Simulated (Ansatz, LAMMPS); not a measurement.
**Which site? a vacancy of P in glassy 83P2O5-17Al2O3 (mol %) (80 atoms)**

Aim: make a vacancy of P at several sites of glassy 83P2O5-17Al2O3 (mol %) (80 atoms), relax each, and compare their energies.

Program: Ansatz 0.2.0. Level of theory: Kohn-Sham DFT, PBE, PAW (set soft_1), plane waves. Results are calculated unless marked as measured.

## 1. Starting point

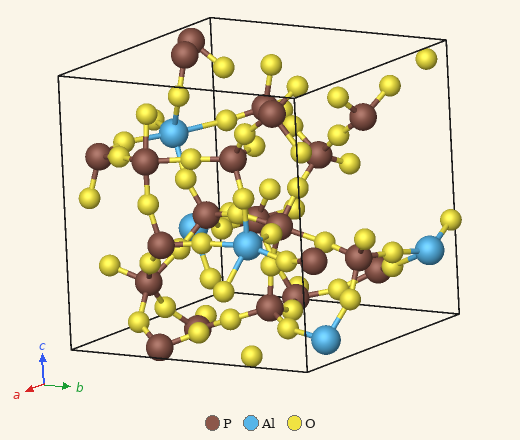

The cell as given, slightly off an axis (phosphorus brown, aluminium blue, oxygen yellow). Bonds to atoms that aren't drawn are left out. Some periodic images of atoms are drawn too.

The cell holds 80 atoms: 20 P, 4 Al and 56 O. Its edges and angles: a = 10.138 Å, b = 10.138 Å, c = 10.138 Å, α = 90.0°, β = 90.0°, γ = 90.0°. 80 atoms (20 P, 4 Al, 56 O) placed at random at 2.43 g/cm³, melted at 4000 K for 10 ps at fixed volume with the Morse and Coulomb pair potential with partial charges (Pedone, Malavasi, Menziani, Cormack and Segre, J. Phys. Chem. B 110, 11780 (2006)). Quenched from 4000 K to 300 K at 6 K/ps and fixed volume, held 10 ps at zero pressure.

Limits known from the start: The quench rate of 6 K/ps is many orders above laboratory rates, so the cell is likely richer in defects and strain than a real sample. The starting topology of bonds comes from the classical model, and needn't be the one that DFT or experiment would give. The Brillouin zone is sampled at Γ only, in a cell whose shortest periodic width is 10 Å.

## 2. Single point at the start

A single point comes first, to see the forces before anything moves.

The input, input.yaml:

```yaml
crystal:
  lattice:
    - [10.13788, 0.0, 0.0]
    - [0.0, 10.13788, 0.0]
    - [0.0, 0.0, 10.13788]
  atoms:
    - { symbol: P, position: [0.89564, 0.83352, 0.90719] }
    - { symbol: P, position: [0.94592, 0.36807, 0.40019] }
    - { symbol: P, position: [0.82072, 0.60889, 0.70825] }
    - { symbol: P, position: [0.21219, 0.44798, 0.05966] }
    - { symbol: P, position: [0.04901, 0.69669, 0.14733] }
    - { symbol: P, position: [0.55341, 0.24873, 0.00188] }
    - { symbol: P, position: [0.86927, 0.9634, 0.3748] }
    - { symbol: P, position: [0.31876, 0.64356, 0.6194] }
    - { symbol: P, position: [0.39003, 0.88753, 0.79302] }
    - { symbol: P, position: [0.53273, 0.29483, 0.41695] }
    - { symbol: P, position: [0.2501, 0.38028, 0.75526] }
    - { symbol: P, position: [0.76397, 0.18807, 0.21273] }
    - { symbol: P, position: [0.82021, 0.03899, 0.67019] }
    - { symbol: P, position: [0.95335, 0.32265, 0.70309] }
    - { symbol: P, position: [0.92805, 0.32964, 0.02085] }
    - { symbol: P, position: [0.4749, 0.89597, 0.29867] }
    - { symbol: P, position: [0.15115, 0.01397, 0.94574] }
    - { symbol: P, position: [0.24697, 0.31828, 0.34093] }
    - { symbol: P, position: [0.52411, 0.59749, 0.39747] }
    - { symbol: P, position: [0.51287, 0.53298, 0.09383] }
    - { symbol: Al, position: [0.60688, 0.82743, 0.02025] }
    - { symbol: Al, position: [0.17581, 0.00244, 0.26998] }
    - { symbol: Al, position: [0.51828, 0.16244, 0.70152] }
    - { symbol: Al, position: [0.8357, 0.66448, 0.40032] }
    - { symbol: O, position: [0.12602, 0.13043, 0.85544] }
    - { symbol: O, position: [0.19421, 0.69214, 0.56519] }
    - { symbol: O, position: [0.2811, 0.40436, 0.46646] }
    - { symbol: O, position: [0.10552, 0.35817, 0.7147] }
    - { symbol: O, position: [0.583, 0.65255, 0.04301] }
    - { symbol: O, position: [0.86436, 0.67428, 0.5781] }
    - { symbol: O, position: [0.59448, 0.24126, 0.86001] }
    - { symbol: O, position: [0.76691, 0.86248, 0.98238] }
    - { symbol: O, position: [0.26423, 0.92523, 0.88345] }
    - { symbol: O, position: [0.19218, 0.17127, 0.34186] }
    - { symbol: O, position: [0.23936, 0.40827, 0.91171] }
    - { symbol: O, position: [0.40541, 0.27441, 0.33815] }
    - { symbol: O, position: [0.84195, 0.00454, 0.52004] }
    - { symbol: O, position: [0.5533, 0.97784, 0.38916] }
    - { symbol: O, position: [0.64079, 0.24531, 0.31252] }
    - { symbol: O, position: [0.83698, 0.82633, 0.35598] }
    - { symbol: O, position: [0.50299, 0.85895, 0.88598] }
    - { symbol: O, position: [0.13239, 0.57928, 0.0835] }
    - { symbol: O, position: [0.67225, 0.0509, 0.6924] }
    - { symbol: O, position: [0.88909, 0.17001, 0.69511] }
    - { symbol: O, position: [0.55185, 0.22695, 0.54776] }
    - { symbol: O, position: [0.66063, 0.65265, 0.40479] }
    - { symbol: O, position: [0.29474, 0.52241, 0.70984] }
    - { symbol: O, position: [0.43171, 0.6231, 0.5216] }
    - { symbol: O, position: [0.41571, 0.19538, 0.01647] }
    - { symbol: O, position: [0.95194, 0.32532, 0.54744] }
    - { symbol: O, position: [0.13065, 0.81141, 0.18651] }
    - { symbol: O, position: [0.50437, 0.54171, 0.24672] }
    - { symbol: O, position: [0.33247, 0.94759, 0.29135] }
    - { symbol: O, position: [0.16416, 0.05697, 0.08715] }
    - { symbol: O, position: [0.36789, 0.53247, 0.05371] }
    - { symbol: O, position: [0.79358, 0.04508, 0.2678] }
    - { symbol: O, position: [0.67668, 0.60815, 0.72472] }
    - { symbol: O, position: [0.96042, 0.7408, 0.02939] }
    - { symbol: O, position: [0.53693, 0.8923, 0.15881] }
    - { symbol: O, position: [0.65049, 0.17847, 0.09609] }
    - { symbol: O, position: [0.85896, 0.4843, 0.39845] }
    - { symbol: O, position: [0.54891, 0.44034, 0.43787] }
    - { symbol: O, position: [0.87551, 0.70024, 0.81872] }
    - { symbol: O, position: [0.4115, 0.01034, 0.71543] }
    - { symbol: O, position: [0.35474, 0.28185, 0.72334] }
    - { symbol: O, position: [0.83542, 0.43815, 0.06355] }
    - { symbol: O, position: [0.97246, 0.64222, 0.25928] }
    - { symbol: O, position: [0.46576, 0.74918, 0.34012] }
    - { symbol: O, position: [0.87448, 0.21068, 0.09213] }
    - { symbol: O, position: [0.00987, 0.99006, 0.34509] }
    - { symbol: O, position: [0.92108, 0.31636, 0.86942] }
    - { symbol: O, position: [0.87453, 0.4658, 0.70797] }
    - { symbol: O, position: [0.87104, 0.2684, 0.31118] }
    - { symbol: O, position: [0.56081, 0.39489, 0.05025] }
    - { symbol: O, position: [0.02259, 0.92676, 0.92985] }
    - { symbol: O, position: [0.36467, 0.7622, 0.71048] }
    - { symbol: O, position: [0.0694, 0.36599, 0.06227] }
    - { symbol: O, position: [0.08419, 0.37499, 0.35068] }
    - { symbol: O, position: [0.86789, 0.93135, 0.76828] }
    - { symbol: O, position: [0.25311, 0.39072, 0.19648] }
kpoints:
  mp_grid: { grid: [1, 1, 1] }
hamiltonian:
  xc: pbe
  pseudopotentials: { kind: paw, azcp: { folder: soft_1 } }
scf:
  occupations: { method: fermi_dirac, width: 0.05 }
output:
  forces: true
```

On the command line:

```
> ansatz run input.yaml --threads 4 --pin off --max-ram 8192MiB --backend cpu --events-out ev --progress --plain --runs-dir out
```

Numbers of over 12 decimals in the logs are rounded to 6 here.

What it wrote:

```text
[...]
Pseudopotentials: kind: paw
Pseudopotential: P, paw, valence charge 5, recommended cutoff 420 eV (normal), soft_1/P.paw.azcp
Pseudopotential: Al, paw, valence charge 3, recommended cutoff 420 eV (normal), soft_1/Al.paw.azcp
Pseudopotential: O, paw, valence charge 6, recommended cutoff 420 eV (normal), soft_1/O.paw.azcp
[...]
Crystal: 80 atoms, lattice volume = 1041.937 Å³
Basis set: ecut = 420 eV, 20341 PW (Γ), exchange–correlation on 144×144×144 points (8 copies of the dense FFT grid, shifted against one another)
Bands: 304, of which v1, the nominal top of the filled ones, is band 224 counted from 1 (223 counted from 0)
Symmetry: 1 space group operations
Space group: P1 (ITA 1), of the structure as read, at distance tolerance 1.0e-4 Å
k-points: 1
[...]
Initial density: superposition of atomic densities (chi_scale 0.1, normalization cell, long waves kept (reshape's long-wave potential 0.11 eV rms))
Initial wavefunctions: pseudopotential atomic-orbital guess
[...]
SCF iter   1: F=—  HF=-49105.632759 eV  |F-HF|=—  |Δ(HF+E_count)|=         —  Δρ=1.34e-1  dr2=1.70e2  ethr=3.10e-3  ⟨swp⟩=7.0  Hψ=1604  notcnv=0  defer=35
preconditioner: auto → Resta (q_TF=auto, 2.370 Å⁻¹)  ε∞=2.8  [insulator: Δε(μ)=4.653 eV  Ē_g=17.903 eV  σ=0.050 eV  W_gap=1.00  n_scr=250 (ndim 8)  ℏωp=24.3 eV  f_vac=0.126  D(μ)=0.00/eV (n_scr^D=0)  ε∞_Penn≈2.8]
SCF iter   2: F=—  HF=-49057.809522 eV  |F-HF|=—  |Δ(HF+E_count)|=    4.78e1  Δρ=4.42e-2  dr2=9.99e0  ethr=3.10e-3  ⟨swp⟩=4.0  Hψ=685  notcnv=0  defer=75
SCF iter   3: F=—  HF=-49056.286378 eV  |F-HF|=—  |Δ(HF+E_count)|=    1.52e0  Δρ=2.12e-2  dr2=2.98e0  ethr=2.23e-3  ⟨swp⟩=3.0  Hψ=327  notcnv=0  defer=31
automatic band count: iteration 3 solves 260 bands in place of 304: the levels show a gap, and the empty bands left out lie too high to hold charge; the band table lists the bands solved (type scf.n_extra_bands for more)
SCF iter   4: F=—  HF=-49056.091087 eV  |F-HF|=—  |Δ(HF+E_count)|=   1.95e-1  Δρ=1.03e-2  dr2=8.26e-1  ethr=6.65e-4  ⟨swp⟩=4.0  Hψ=419  notcnv=0  defer=31
SCF iter   5: F=—  HF=-49055.938446 eV  |F-HF|=—  |Δ(HF+E_count)|=   1.53e-1  Δρ=1.84e-3  dr2=3.80e-2  ethr=1.84e-4  ⟨swp⟩=3.0  Hψ=503  notcnv=0  defer=31
[...]
SCF iter  12: F=—  HF=-49055.957607 eV  |F-HF|=—  |Δ(HF+E_count)|=   1.89e-7  Δρ=4.04e-6  dr2=1.45e-7  ethr=2.23e-11  ⟨swp⟩=6.0  Hψ=1137  notcnv=0
SCF iter  13: F=-49055.957607 eV  HF=-49055.957607 eV  |F-HF|=1.51e-9  |Δ(HF+E_count)|=   1.23e-8  Δρ=1.09e-6  dr2=1.26e-8  ethr=2.23e-11  ⟨swp⟩=6.0  Hψ=1005  notcnv=0
SCF 1 converged in 13 iterations: F = -49055.957607 eV  dr2 = 1.26e-8
[...]
SCF converged after 13 iterations
Free energy (F): -49055.957607 eV
Harris-Foulkes:  -49055.957607 eV  (|F-HF|=1.51e-9)
Internal energy: -49055.957603 eV  (E = F + TS)
E sigma→0 (E₀):  -49055.957605 eV
Entropy (-TS):   -0.000004 eV (-0.000 meV/atom)
Fermi energy:    5.065570 eV
--- Per-component energies (eV) ---
[...]
Σ components = -49055.957607   (vs F -49055.957607, Δ=0.00e0)
--- Forces (eV/Å), atoms counted from 1 ---
  atom   1  P      1.49988293    -1.43493832     0.88949377
  atom   2  P      0.00025004     0.73805660    -1.37512144
  atom   3  P     -3.02336185     2.23847941    -2.88037890
  atom   4  P     -0.64634706     0.77442740     1.66329174
[...]
atom  80  O      1.25099852    -0.50102527    -0.30645948
  max |Σ_I F_I| component: 3.04e-5 eV/Å
```

Elapsed: 12 s, on 4 threads of Arm Neoverse V1, shared host; peak memory 1.1 GiB; 43 s of CPU time.

The r.m.s. force at the start is 1.4 eV/Å.

## 3. Relaxation

With the cell held, the atoms are moved downhill towards a nearby minimum.

The input, input.yaml:

```yaml
crystal:
  lattice:
    - [10.13788, 0.0, 0.0]
    - [0.0, 10.13788, 0.0]
    - [0.0, 0.0, 10.13788]
  atoms:
    [... the 80 atom lines of step 2 ...]
kpoints:
  mp_grid: { grid: [1, 1, 1] }
hamiltonian:
  xc: pbe
  pseudopotentials: { kind: paw, azcp: { folder: soft_1 } }
scf:
  occupations: { method: fermi_dirac, width: 0.05 }
output:
  forces: true
relax:
  f_tol: 0.05
  max_steps: 120
```

What it wrote:

```text
[...]
Crystal: 80 atoms, lattice volume = 1041.937 Å³
Basis set: ecut = 420 eV, 20341 PW (Γ), exchange–correlation on 144×144×144 points (8 copies of the dense FFT grid, shifted against one another)
Bands: 304, of which v1, the nominal top of the filled ones, is band 224 counted from 1 (223 counted from 0)
Symmetry: 1 space group operations
[...]
k-points: 1
[...]
SCF iter   1: F=—  HF=-49105.632759 eV  |F-HF|=—  |Δ(HF+E_count)|=         —  Δρ=1.34e-1  dr2=1.70e2  ethr=3.10e-3  ⟨swp⟩=7.0  Hψ=1604  notcnv=0  defer=35
[...]
SCF iter   8: F=—  HF=-49055.957560 eV  |F-HF|=—  |Δ(HF+E_count)|=   1.15e-4  Δρ=9.71e-5  dr2=1.07e-4  ethr=3.48e-7  ⟨swp⟩=2.0  Hψ=412  notcnv=0  defer=75
SCF iter   9: F=-49055.957586 eV  HF=-49055.957610 eV  |F-HF|=2.33e-5  |Δ(HF+E_count)|=   4.98e-5  Δρ=6.98e-5  dr2=4.07e-5  ethr=1.40e-8  ⟨swp⟩=4.0  Hψ=1094  notcnv=0
SCF 1 converged in 9 iterations: F = -49055.957586 eV  dr2 = 4.07e-5
[...]
relax step   1: F+E_penalty+E_count = -49055.95758621 eV  Δ(F+E_penalty+E_count) = +0.000e0 eV  max|allowed force component| = 6.260e0 eV/Å  Δτ_max = 0.0000 Å  (9 SCF iters, dr2 threshold 6.25e-5 eV, accepted)
[...]
relax step   2: F+E_penalty+E_count = -49058.99312418 eV  Δ(F+E_penalty+E_count) = -3.036e0 eV  max|allowed force component| = 4.733e0 eV/Å  Δτ_max = 0.0963 Å  (6 SCF iters, dr2 threshold 1.00e-4 eV, accepted)
[...]
relax step   3: F+E_penalty+E_count = -49062.99509524 eV  Δ(F+E_penalty+E_count) = -4.002e0 eV  max|allowed force component| = 1.132e0 eV/Å  Δτ_max = 0.1950 Å  (7 SCF iters, dr2 threshold 1.00e-4 eV, accepted)
relax step   4: F+E_penalty+E_count = -49064.37563877 eV  Δ(F+E_penalty+E_count) = -1.381e0 eV  max|allowed force component| = 7.194e-1 eV/Å  Δτ_max = 0.2000 Å  (7 SCF iters, dr2 threshold 8.01e-5 eV, accepted)
relax step   5: F+E_penalty+E_count = -49065.10806810 eV  Δ(F+E_penalty+E_count) = -7.324e-1 eV  max|allowed force component| = 8.623e-1 eV/Å  Δτ_max = 0.2000 Å  (7 SCF iters, dr2 threshold 3.23e-5 eV, accepted)
relax step   6: F+E_penalty+E_count = -49065.50884079 eV  Δ(F+E_penalty+E_count) = -4.008e-1 eV  max|allowed force component| = 5.317e-1 eV/Å  Δτ_max = 0.2000 Å  (6 SCF iters, dr2 threshold 1.00e-4 eV, accepted)
relax step   7: F+E_penalty+E_count = -49065.67646355 eV  Δ(F+E_penalty+E_count) = -1.676e-1 eV  max|allowed force component| = 8.049e-1 eV/Å  Δτ_max = 0.2000 Å  (7 SCF iters, dr2 threshold 1.00e-4 eV, accepted)
relax step   8: F+E_penalty+E_count = -49065.81376926 eV  Δ(F+E_penalty+E_count) = -1.373e-1 eV  max|allowed force component| = 4.379e-1 eV/Å  Δτ_max = 0.2000 Å  (6 SCF iters, dr2 threshold 1.00e-4 eV, accepted)
relax step   9: F+E_penalty+E_count = -49065.86290857 eV  Δ(F+E_penalty+E_count) = -4.914e-2 eV  max|allowed force component| = 2.694e-1 eV/Å  Δτ_max = 0.2000 Å  (7 SCF iters, dr2 threshold 5.67e-5 eV, accepted)
relax step  10: F+E_penalty+E_count = -49065.91366966 eV  Δ(F+E_penalty+E_count) = -5.076e-2 eV  max|allowed force component| = 4.042e-1 eV/Å  Δτ_max = 0.2000 Å  (7 SCF iters, dr2 threshold 2.15e-5 eV, accepted)
relax step  11: F+E_penalty+E_count = -49065.93422175 eV  Δ(F+E_penalty+E_count) = -2.055e-2 eV  max|allowed force component| = 2.222e-1 eV/Å  Δτ_max = 0.1671 Å  (7 SCF iters, dr2 threshold 6.19e-5 eV, accepted)
relax step  12: F+E_penalty+E_count = -49065.95998421 eV  Δ(F+E_penalty+E_count) = -2.576e-2 eV  max|allowed force component| = 7.246e-2 eV/Å  Δτ_max = 0.0850 Å  (6 SCF iters, dr2 threshold 1.49e-5 eV, accepted)
relax step  13: F+E_penalty+E_count = -49065.96395245 eV  Δ(F+E_penalty+E_count) = -3.968e-3 eV  max|allowed force component| = 6.684e-2 eV/Å  Δτ_max = 0.0246 Å  (8 SCF iters, accepted)
[...]
relax step  14: F+E_penalty+E_count = -49065.96483861 eV  Δ(F+E_penalty+E_count) = -8.862e-4 eV  max|allowed force component| = 1.372e-2 eV/Å  Δτ_max = 0.0201 Å  (7 SCF iters, accepted)
SCF converged after 7 iterations
Free energy (F): -49065.964839 eV
[...]
Internal energy: -49065.964839 eV  (E = F + TS)
E sigma→0 (E₀):  -49065.964839 eV
Fermi energy:    4.898774 eV
[...]
Σ components = -49065.964839   (vs F -49065.964839, Δ=0.00e0)
--- Forces (eV/Å), atoms counted from 1 ---
  atom   1  P      0.00048845     0.00842119     0.00064962
  atom   2  P     -0.01115009     0.00907163     0.00579663
  atom   3  P      0.00222870    -0.00281022    -0.00618071
  atom   4  P      0.00663525     0.00495755    -0.00745577
[...]
atom  80  O      0.00623642    -0.00957111     0.00487022
  max |Σ_I F_I| component: 9.19e-5 eV/Å
--- Relaxed structure (14 steps of the walk, 14 accepted, 0 SCFs on fresh bases) ---
  F+E_penalty+E_count = -49065.96483861 eV   max|allowed force component| = 1.372e-2 eV/Å
  atoms:
    - { symbol: P, position: [0.894615, 0.792789, 0.936249] }
    - { symbol: P, position: [0.945842, 0.395350, 0.404768] }
    - { symbol: P, position: [0.824329, 0.616169, 0.711328] }
    - { symbol: P, position: [0.203482, 0.448370, 0.081574] }
[...]
- { symbol: O, position: [0.280441, 0.383513, 0.200367] }
```

The job ended after 99 s (4 threads; peak memory 1.1 GiB; 6.3 min of CPU time).

The relaxation converged after 14 steps, 10.0 eV below its start, with a largest force component of 0.014 eV/Å.

[end of part 1 of 4]

[Logs are printed without paths, hosts, clocks, repeated set-up lines and the standing remarks that a program may print on its own settings, such as how far it seeks lower states.]

[Hosts, paths, dates, database ids (printed as entryN), source tags and the programs' standing remarks are cut or masked in the printed files.]
